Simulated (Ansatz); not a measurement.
# ClGaH5NO2: two geometries relaxed, part 1 of 2

Aim: relax the geometries before and after the reaction (ligand exchange), and see whether they are two minima and how far apart in energy. Meant to form: Ga1–N7, H10–Cl2; to break: Ga1–Cl2, H10–N7. The start is a guess near the saddle point, from which both ends are pulled out.

All numbers below are computed with Ansatz 0.2.0 (RKS PBE0-D4/def2-SVP).

**1. The starting structure**

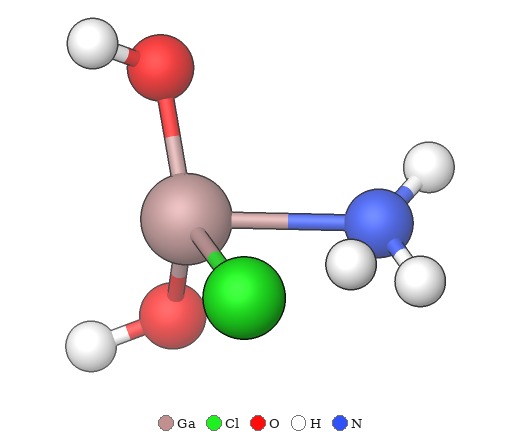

The starting structure, seen from a chosen angle (gallium pink, chlorine green, oxygen red, hydrogen white, nitrogen blue).

Structure file:

```xyz
10

Ga    0.0000    0.0000    0.0000
Cl    0.0000    0.0000    2.5900
O     1.5501    0.0000   -0.8950
H     1.8500   -0.9519   -1.0499
O    -1.5501    0.0000   -0.8950
H    -2.0598   -0.8467   -0.6865
N     0.0999    2.1139    0.7032
H     0.4935    2.3354    1.6622
H    -0.2461    2.8972    0.0784
H     0.0694    1.4686    1.8808
```

**2. A restrained relaxation towards end A**

Springs on the bonds that form and break draw the guess towards this end; the thresholds are loose.

The input, input.yaml:

```yaml
crystal:
  periodic: [false, false, false]
  atoms:
    - { symbol: Ga, position_ang: [0.0, 0.0, 0.0] }
    - { symbol: Cl, position_ang: [0.0, 0.0, 2.59] }
    - { symbol: O, position_ang: [1.5501, 0.0, -0.895] }
    - { symbol: H, position_ang: [1.85, -0.9519, -1.0499] }
    - { symbol: O, position_ang: [-1.5501, 0.0, -0.895] }
    - { symbol: H, position_ang: [-2.0598, -0.8467, -0.6865] }
    - { symbol: "N", position_ang: [0.0999, 2.1139, 0.7032] }
    - { symbol: H, position_ang: [0.4935, 2.3354, 1.6622] }
    - { symbol: H, position_ang: [-0.2461, 2.8972, 0.0784] }
    - { symbol: H, position_ang: [0.0694, 1.4686, 1.8808] }
basis:
  gaussian: { orbitals: def2-SVP }
hamiltonian:
  xc: pbe0
  dispersion: d4
relax:
  f_tol: 0.15
  max_steps: 25
  restrain:
    - { distance: [0, 6], at: 3.13, k: 30.0 }
    - { distance: [9, 1], at: 2.57, k: 30.0 }
    - { distance: [0, 1], at: 2.24, k: 30.0 }
    - { distance: [9, 6], at: 1.06, k: 30.0 }
```

The run is started by

```
$ ansatz run input.yaml --threads 4 --pin off --max-ram 5120MiB --backend cpu --events-out ev --progress --plain --runs-dir out
```

Standard output (excerpt; [...] marks lines left out):

```text
Warning: RAYON_NUM_THREADS=4 ignored (pool sized by the plan → 4); use --threads N
[...]
Functional definition: PBE0
[...]
1215 factors; integrals over basis functions are off by at most 3.1e-4 eV
[...]
mean field -70533.63656250 eV, -2592.0633342559 hartree, gradient 7.3e-5 eV, S^2 0.000000; 0 other end points of the search recorded, 0 dependent functions left out
[...]
reference -70533.63659261 eV, -2592.0633353625 hartree; 38, 38 occupied and 79, 79 virtual orbitals, 1215 factors
relax step   1: F+E_penalty+E_count = -70533.82511032 eV  Δ(F+E_penalty+E_count) = +0.000e0 eV  max|allowed force component| = 3.723e0 eV/Å  E_restraint = 28.37715120 eV  max|allowed force component, restraints' pulls added| = 2.738e1 eV/Å  Δτ_max = 0.0000 Å  (29 SCF iters, accepted)
[...]
relax step   3: F+E_penalty+E_count = -70534.18870143 eV  Δ(F+E_penalty+E_count) = -6.621e-1 eV  max|allowed force component| = 4.914e0 eV/Å  E_restraint = 3.52338143 eV  max|allowed force component, restraints' pulls added| = 8.355e0 eV/Å  Δτ_max = 0.1946 Å  (31 SCF iters, accepted)
[...]
relax step   5: F+E_penalty+E_count = -70536.66123072 eV  Δ(F+E_penalty+E_count) = -1.170e0 eV  max|allowed force component| = 3.152e0 eV/Å  E_restraint = 0.05373534 eV  max|allowed force component, restraints' pulls added| = 2.611e0 eV/Å  Δτ_max = 0.1984 Å  (30 SCF iters, accepted)
[...]
relax step   7: F+E_penalty+E_count = -70537.38567941 eV  Δ(F+E_penalty+E_count) = -2.531e-1 eV  max|allowed force component| = 1.616e0 eV/Å  E_restraint = 0.02909578 eV  max|allowed force component, restraints' pulls added| = 5.890e-1 eV/Å  Δτ_max = 0.2000 Å  (29 SCF iters, accepted)
[...]
relax step   9: F+E_penalty+E_count = -70537.51752726 eV  Δ(F+E_penalty+E_count) = -2.675e-2 eV  max|allowed force component| = 9.775e-1 eV/Å  E_restraint = 0.02449853 eV  max|allowed force component, restraints' pulls added| = 1.521e-1 eV/Å  Δτ_max = 0.1995 Å  (30 SCF iters, accepted)
[...]
relax step  10: F+E_penalty+E_count = -70537.54393801 eV  Δ(F+E_penalty+E_count) = -2.641e-2 eV  max|allowed force component| = 1.152e0 eV/Å  E_restraint = 0.01915634 eV  max|allowed force component, restraints' pulls added| = 5.122e-1 eV/Å  Δτ_max = 0.2000 Å  (35 SCF iters, accepted)
  distance Ga 0 - N 6 = 3.1065 Å
  distance H 9 - Cl 1 = 2.5652 Å
  distance Ga 0 - Cl 1 = 2.2263 Å
  distance H 9 - N 6 = 1.0373 Å
[...]
1216 factors; integrals over basis functions are off by at most 7.6e-4 eV
```

**3. The output, continued: pulled along the bonds that form and break, towards end A**

Output, continued:

```text
mean field -70537.10902986 eV, -2592.1909450776 hartree, gradient 1.0e-5 eV, S^2 0.000000; 0 other end points of the search recorded, 0 dependent functions left out
the calculation of the forces begins
reference -70537.10906186 eV, -2592.1909462535 hartree; 38, 38 occupied and 79, 79 virtual orbitals, 1216 factors
relax step  11: F+E_penalty+E_count = -70537.28131556 eV  Δ(F+E_penalty+E_count) = +2.626e-1 eV  max|allowed force component| = 3.153e0 eV/Å  E_restraint = 0.00914333 eV  max|allowed force component, restraints' pulls added| = 3.153e0 eV/Å  Δτ_max = 0.1809 Å  (36 SCF iters, rejected (line search))
  distance Ga 0 - N 6 = 3.1117 Å
  distance H 9 - Cl 1 = 2.5791 Å
  distance Ga 0 - Cl 1 = 2.2267 Å
  distance H 9 - N 6 = 1.0563 Å
these checks for a lower state are left out or cut short: starts, cluster_reference, orbital_swaps, neighbouring_geometries, increment
1216 factors; integrals over basis functions are off by at most 5.3e-4 eV
mean field evaluation 96: about -70537.3942 eV, gradient 2.6e-4 eV
mean field -70537.39416311 eV, -2592.2014235312 hartree, gradient 1.0e-5 eV, S^2 0.000000; 0 other end points of the search recorded, 0 dependent functions left out
the calculation of the forces begins
reference -70537.39419463 eV, -2592.2014246895 hartree; 38, 38 occupied and 79, 79 virtual orbitals, 1216 factors
relax step  12: F+E_penalty+E_count = -70537.56711239 eV  Δ(F+E_penalty+E_count) = -2.317e-2 eV  max|allowed force component| = 1.017e0 eV/Å  E_restraint = 0.02121381 eV  max|allowed force component, restraints' pulls added| = 3.995e-1 eV/Å  Δτ_max = 0.0904 Å  (30 SCF iters, accepted)
  distance Ga 0 - N 6 = 3.1067 Å
  distance H 9 - Cl 1 = 2.5721 Å
  distance Ga 0 - Cl 1 = 2.2207 Å
  distance H 9 - N 6 = 1.0377 Å
these checks for a lower state are left out or cut short: starts, cluster_reference, orbital_swaps, neighbouring_geometries, increment
1216 factors; integrals over basis functions are off by at most 5.5e-4 eV
mean field -70537.42213467 eV, -2592.2024514670 hartree, gradient 1.6e-5 eV, S^2 0.000000; 0 other end points of the search recorded, 0 dependent functions left out
the calculation of the forces begins
reference -70537.42216616 eV, -2592.2024526244 hartree; 38, 38 occupied and 79, 79 virtual orbitals, 1216 factors
relax step  13: F+E_penalty+E_count = -70537.59489646 eV  Δ(F+E_penalty+E_count) = -2.778e-2 eV  max|allowed force component| = 9.589e-1 eV/Å  E_restraint = 0.02294270 eV  max|allowed force component, restraints' pulls added| = 2.908e-1 eV/Å  Δτ_max = 0.0999 Å  (30 SCF iters, accepted)
  distance Ga 0 - N 6 = 3.1068 Å
  distance H 9 - Cl 1 = 2.5736 Å
  distance Ga 0 - Cl 1 = 2.2180 Å
  distance H 9 - N 6 = 1.0378 Å
these checks for a lower state are left out or cut short: starts, cluster_reference, orbital_swaps, neighbouring_geometries, increment
1216 factors; integrals over basis functions are off by at most 5.6e-4 eV
mean field -70537.45196974 eV, -2592.2035478857 hartree, gradient 1.1e-5 eV, S^2 0.000000; 0 other end points of the search recorded, 0 dependent functions left out
the calculation of the forces begins
reference -70537.45200120 eV, -2592.2035490421 hartree; 38, 38 occupied and 79, 79 virtual orbitals, 1216 factors
relax step  14: F+E_penalty+E_count = -70537.62465375 eV  Δ(F+E_penalty+E_count) = -2.976e-2 eV  max|allowed force component| = 9.530e-1 eV/Å  E_restraint = 0.02336601 eV  max|allowed force component, restraints' pulls added| = 1.858e-1 eV/Å  Δτ_max = 0.1497 Å  (30 SCF iters, accepted)
  distance Ga 0 - N 6 = 3.1083 Å
  distance H 9 - Cl 1 = 2.5744 Å
  distance Ga 0 - Cl 1 = 2.2160 Å
  distance H 9 - N 6 = 1.0379 Å
these checks for a lower state are left out or cut short: starts, cluster_reference, orbital_swaps, neighbouring_geometries, increment
1216 factors; integrals over basis functions are off by at most 8.2e-4 eV
mean field -70537.47392983 eV, -2592.2043549041 hartree, gradient 2.7e-5 eV, S^2 0.000000; 0 other end points of the search recorded, 0 dependent functions left out
the calculation of the forces begins
reference -70537.47396142 eV, -2592.2043560650 hartree; 38, 38 occupied and 79, 79 virtual orbitals, 1216 factors
relax step  15: F+E_penalty+E_count = -70537.64642871 eV  Δ(F+E_penalty+E_count) = -2.177e-2 eV  max|allowed force component| = 9.296e-1 eV/Å  E_restraint = 0.02513226 eV  max|allowed force component, restraints' pulls added| = 8.772e-2 eV/Å  Δτ_max = 0.1998 Å  (29 SCF iters, accepted)
  distance Ga 0 - N 6 = 3.1087 Å
  distance H 9 - Cl 1 = 2.5747 Å
  distance Ga 0 - Cl 1 = 2.2138 Å
  distance H 9 - N 6 = 1.0373 Å
these checks for a lower state are left out or cut short: starts, cluster_reference, orbital_swaps, neighbouring_geometries, increment
1216 factors; integrals over basis functions are off by at most 1.1e-3 eV
mean field -70537.41796271 eV, -2592.2022981505 hartree, gradient 9.3e-6 eV, S^2 0.000000; 0 other end points of the search recorded, 0 dependent functions left out
the calculation of the forces begins
reference -70537.41799416 eV, -2592.2022993063 hartree; 38, 38 occupied and 79, 79 virtual orbitals, 1216 factors
relax step  16: F+E_penalty+E_count = -70537.59089283 eV  Δ(F+E_penalty+E_count) = +5.554e-2 eV  max|allowed force component| = 2.002e0 eV/Å  E_restraint = 0.02420238 eV  max|allowed force component, restraints' pulls added| = 2.002e0 eV/Å  Δτ_max = 0.1842 Å  (31 SCF iters, rejected (line search))
  distance Ga 0 - N 6 = 3.1108 Å
  distance H 9 - Cl 1 = 2.5772 Å
  distance Ga 0 - Cl 1 = 2.2138 Å
  distance H 9 - N 6 = 1.0375 Å
these checks for a lower state are left out or cut short: starts, cluster_reference, orbital_swaps, neighbouring_geometries, increment
1216 factors; integrals over basis functions are off by at most 8.0e-4 eV
mean field evaluation 128: about -70537.4493 eV, gradient 4.4e-2 eV
mean field -70537.46841312 eV, -2592.2041521688 hartree, gradient 1.7e-5 eV, S^2 0.000000; 0 other end points of the search recorded, 0 dependent functions left out
the calculation of the forces begins
reference -70537.46844466 eV, -2592.2041533280 hartree; 38, 38 occupied and 79, 79 virtual orbitals, 1216 factors
relax step  17: F+E_penalty+E_count = -70537.64145958 eV  Δ(F+E_penalty+E_count) = +4.969e-3 eV  max|allowed force component| = 9.021e-1 eV/Å  E_restraint = 0.02421938 eV  max|allowed force component, restraints' pulls added| = 1.505e-1 eV/Å  Δτ_max = 0.0595 Å  (29 SCF iters, rejected (line search))
  distance Ga 0 - N 6 = 3.1090 Å
  distance H 9 - Cl 1 = 2.5753 Å
  distance Ga 0 - Cl 1 = 2.2145 Å
  distance H 9 - N 6 = 1.0377 Å
these checks for a lower state are left out or cut short: starts, cluster_reference, orbital_swaps, neighbouring_geometries, increment
1216 factors; integrals over basis functions are off by at most 8.3e-4 eV
mean field -70537.47452694 eV, -2592.2043768476 hartree, gradient 8.6e-6 eV, S^2 0.000000; 0 other end points of the search recorded, 0 dependent functions left out
the calculation of the forces begins
reference -70537.47455852 eV, -2592.2043780082 hartree; 38, 38 occupied and 79, 79 virtual orbitals, 1216 factors
relax step  18: F+E_penalty+E_count = -70537.64718874 eV  Δ(F+E_penalty+E_count) = -7.600e-4 eV  max|allowed force component| = 9.210e-1 eV/Å  E_restraint = 0.02504858 eV  max|allowed force component, restraints' pulls added| = 3.920e-2 eV/Å  Δτ_max = 0.0286 Å  (30 SCF iters, accepted)
  distance Ga 0 - N 6 = 3.1085 Å
  distance H 9 - Cl 1 = 2.5748 Å
  distance Ga 0 - Cl 1 = 2.2140 Å
  distance H 9 - N 6 = 1.0375 Å
1216 factors; integrals over basis functions are off by at most 8.3e-4 eV
mean field -70537.47452694 eV, -2592.2043768476 hartree, gradient 8.6e-6 eV, S^2 0.000000; 1 other end points of the search recorded, 0 dependent functions left out
the calculation of the forces begins
reference -70537.47455852 eV, -2592.2043780082 hartree; 38, 38 occupied and 79, 79 virtual orbitals, 1216 factors
Total energy: -70537.64722032 eV, -2592.2107232122 hartree
Atom 0 at     0.073287    -0.500661     0.070525 Å, force    -0.103527     0.604397     0.921010 eV/Å
Atom 1 at    -0.319996    -0.530600     2.249117 Å, force     0.119698    -0.134885    -0.742862 eV/Å
Atom 2 at     1.753043    -0.692674    -0.452253 Å, force    -0.039196    -0.011507    -0.001892 eV/Å
Atom 3 at     1.828197    -0.757323    -1.411138 Å, force     0.003117     0.017016     0.017123 eV/Å
Atom 4 at    -1.275927    -0.604828    -1.075557 Å, force     0.006285    -0.003023     0.016201 eV/Å
Atom 5 at    -2.138286    -0.527963    -0.654104 Å, force    -0.003061    -0.000320    -0.000608 eV/Å
Atom 6 at     0.074988     2.479639     0.953945 Å, force    -0.095358    -0.912767     0.407689 eV/Å
Atom 7 at     0.956285     2.985214     1.013496 Å, force    -0.004495    -0.005110    -0.002689 eV/Å
Atom 8 at    -0.669497     3.162312     0.830842 Å, force     0.004456    -0.006119     0.000817 eV/Å
Atom 9 at    -0.075195     2.003384     1.863326 Å, force     0.112081     0.452319    -0.614789 eV/Å
Dipole moment:    -0.214129     0.525211    -0.088533 e Å
```

Run time: 41 s. Hardware: 4 threads of Arm Neoverse V1, shared host; peak memory 0.31 GiB.

Step by step:

```tsv
step	energy from step 1 (eV)	largest force component (eV/Å)
1	0.0000	3.7232
2	0.2985	4.9190
3	-0.3636	4.9142
4	-1.6657	4.2251
5	-2.8361	3.1523
6	-3.3075	2.2260
7	-3.5606	1.6157
8	-3.6657	1.1329
9	-3.6924	0.9775
10	-3.7188	1.1517
11x	-3.4562	3.1530
12	-3.7420	1.0173
13	-3.7698	0.9589
14	-3.7995	0.9530
15	-3.8213	0.9296
16x	-3.7658	2.0019
17x	-3.8163	0.9021
18	-3.8221	0.9210
```

Step 1 is the start. 3 steps were tried and not accepted (11, 16, 17; marked x where the table lists them). Energies and forces in the table leave out the springs, which the log lists apart; the run stops on the force with the springs' pull added.

After: Bond lengths: Ga1–Cl2 2.214 Å, Ga1–O3 1.770 Å, O3–H4 0.964 Å, Ga1–O5 1.773 Å, O5–H6 0.963 Å, N7–H8 1.018 Å, N7–H9 1.018 Å, N7–H10 1.037 Å. Angles: Cl2–Ga1–O3 117.2°, Cl2–Ga1–O5 120.0°, O3–Ga1–O5 121.7°, Ga1–O3–H4 112.0°, Ga1–O5–H6 113.2°, H8–N7–H9 107.9°, H8–N7–H10 107.6°, H9–N7–H10 107.9°.

Pairs that crossed the distance rule for bonds on the way: came closer N7–H10; moved apart Ga1–N7.

**4. End point A**

It starts where the restrained run ended.

The input, input.yaml:

```yaml
crystal:
  periodic: [false, false, false]
  atoms:
    - { symbol: Ga, position_ang: [0.073287, -0.500661, 0.070525] }
    - { symbol: Cl, position_ang: [-0.319996, -0.5306, 2.249117] }
    - { symbol: O, position_ang: [1.753043, -0.692674, -0.452253] }
    - { symbol: H, position_ang: [1.828197, -0.757323, -1.411138] }
    - { symbol: O, position_ang: [-1.275927, -0.604828, -1.075557] }
    - { symbol: H, position_ang: [-2.138286, -0.527963, -0.654104] }
    - { symbol: "N", position_ang: [0.074988, 2.479639, 0.953945] }
    - { symbol: H, position_ang: [0.956285, 2.985214, 1.013496] }
    - { symbol: H, position_ang: [-0.669497, 3.162312, 0.830842] }
    - { symbol: H, position_ang: [-0.075195, 2.003384, 1.863326] }
basis:
  gaussian: { orbitals: def2-SVP }
hamiltonian:
  xc: pbe0
  dispersion: d4
relax:
  f_tol: 0.03
  max_steps: 50
```

The run is started by

```
$ ansatz run input.yaml --threads 4 --pin off --max-ram 5120MiB --backend cpu --events-out ev --progress --plain --runs-dir out
```

Standard output (excerpt; [...] marks lines left out):

```text
Warning: RAYON_NUM_THREADS=4 ignored (pool sized by the plan → 4); use --threads N
[...]
[... 1 set-up line as earlier in the session ...]
[...]
1213 factors; integrals over basis functions are off by at most 4.3e-4 eV
[...]
mean field -70537.47452879 eV, -2592.2043769155 hartree, gradient 1.5e-5 eV, S^2 0.000000; 0 other end points of the search recorded, 0 dependent functions left out
[...]
reference -70537.47456049 eV, -2592.2043780804 hartree; 38, 38 occupied and 79, 79 virtual orbitals, 1213 factors
relax step   1: F+E_penalty+E_count = -70537.64719059 eV  Δ(F+E_penalty+E_count) = +0.000e0 eV  max|allowed force component| = 9.212e-1 eV/Å  Δτ_max = 0.0000 Å  (27 SCF iters, accepted)
[...]
relax step   4: F+E_penalty+E_count = -70538.36070786 eV  Δ(F+E_penalty+E_count) = -2.422e-1 eV  max|allowed force component| = 7.868e-1 eV/Å  Δτ_max = 0.1962 Å  (29 SCF iters, accepted)
[...]
Total energy: -70538.65281902 eV, -2592.2476782829 hartree
Atom 0 at    -0.009271     0.049066     0.264463 Å, force    -0.010124     0.012667    -0.027373 eV/Å
Atom 1 at    -0.320648    -0.964007     2.175907 Å, force    -0.000321    -0.011519     0.018429 eV/Å
Atom 2 at     1.648794     0.078051    -0.432470 Å, force     0.021212    -0.025665    -0.013247 eV/Å
Atom 3 at     1.902481    -0.718264    -0.907900 Å, force    -0.001001     0.024287     0.016602 eV/Å
Atom 4 at    -1.430646     0.048631    -0.838514 Å, force    -0.025509    -0.016754     0.016701 eV/Å
Atom 5 at    -2.125392    -0.551107    -0.548942 Å, force     0.013075     0.017981    -0.014255 eV/Å
Atom 6 at     0.107788     2.020305     0.851084 Å, force     0.002184    -0.001398     0.004396 eV/Å
Atom 7 at     1.037294     2.350428     0.585416 Å, force     0.001486    -0.001528     0.004101 eV/Å
Atom 8 at    -0.595947     2.588222     0.379011 Å, force    -0.007644    -0.007550     0.000856 eV/Å
Atom 9 at    -0.007555     2.115177     1.860143 Å, force     0.006641     0.009478    -0.006210 eV/Å
Dipole moment:    -0.034804     0.807462     0.103596 e Å
```

It took 30 s on 4 threads of Arm Neoverse V1, shared host; peak memory 0.3 GiB.

The steps of the relaxation:

```tsv
step	energy from step 1 (eV)	largest force component (eV/Å)
1	0.0000	0.9212
2	-0.2062	0.6036
3	-0.4714	0.4534
4	-0.7135	0.7868
5	-0.8855	0.9893
6	-0.9426	0.6912
7	-0.9670	0.5039
8	-0.9830	0.2584
9x	-0.9813	0.5495
10	-0.9935	0.1611
11	-1.0009	0.0948
12	-1.0056	0.0274
```

Step 1 is the start. 1 step was tried and not accepted (9; marked x where the table lists them).

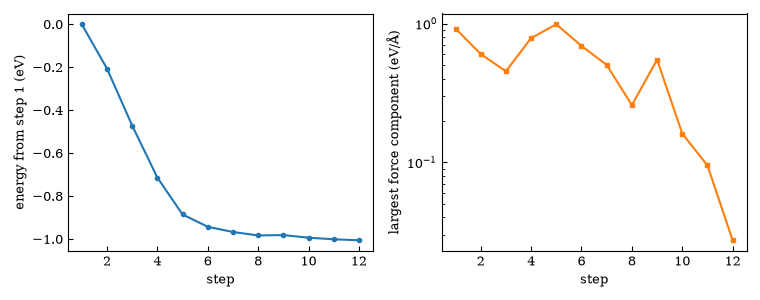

Energy and largest force along the relaxation.

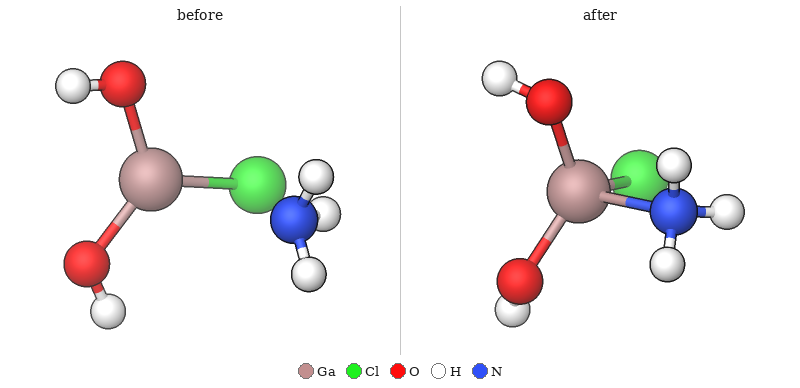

The structure before (left) and after (right), drawn at the same scale.

After: Bond lengths: Ga1–Cl2 2.186 Å, Ga1–O3 1.799 Å, O3–H4 0.962 Å, Ga1–O5 1.799 Å, O5–H6 0.962 Å, Ga1–N7 2.060 Å, N7–H8 1.022 Å, N7–H9 1.020 Å, N7–H10 1.020 Å. Angles: Cl2–Ga1–O3 118.5°, Cl2–Ga1–O5 115.1°, Cl2–Ga1–N7 101.7°, O3–Ga1–O5 119.4°, O3–Ga1–N7 92.4°, O5–Ga1–N7 102.7°, Ga1–O3–H4 114.9°, Ga1–O5–H6 112.7°, Ga1–N7–H8 106.7°, Ga1–N7–H9 111.2°, Ga1–N7–H10 111.4°, H8–N7–H9 109.1°, H8–N7–H10 109.3°, H9–N7–H10 109.1°.

Pairs that crossed the distance rule for bonds on the way: came closer Ga1–N7.

(Continued in part 2 of 2.)
